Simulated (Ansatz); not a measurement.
The figure comes from a scan of SnSe (GeS type, space group Pnma): the upper layer of a bilayer slides by s times a lattice vector of 4.12 Å, atoms relaxing along the normal only, γ being the energy change per area. The numbers are results of r2SCAN+rVV10 (plane waves to 500 eV, PAW, scalar-relativistic; Ansatz, an electronic-structure program), not measurements. k mesh 8×7×1 (Γ-centred), Fermi-Dirac smearing 0.05 eV. Energies are extrapolated to zero smearing. SnSe was relaxed with its symmetry unable to fall. The zero of γ is zero shift.

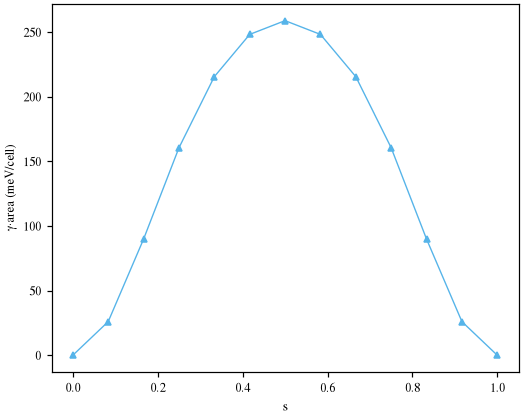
Figure: γ·area (meV/cell) against s; markers are the computed points, lines only join them (the last repeats the first, one period on).

Task: List the plotted points as numbers.

Result: To the nearest 5:

```
s      γ·area (meV/cell)
-----  -----------------
0.000                  0
0.083                 25
0.167                 90
0.250                160
0.333                215
0.417                250
0.500                260
0.583                250
0.667                215
0.750                160
0.833                 90
0.917                 25
```

(The slope of γ gives the shear force per area between the displaced halves; near zero shift its curvature is an elastic stiffness.)
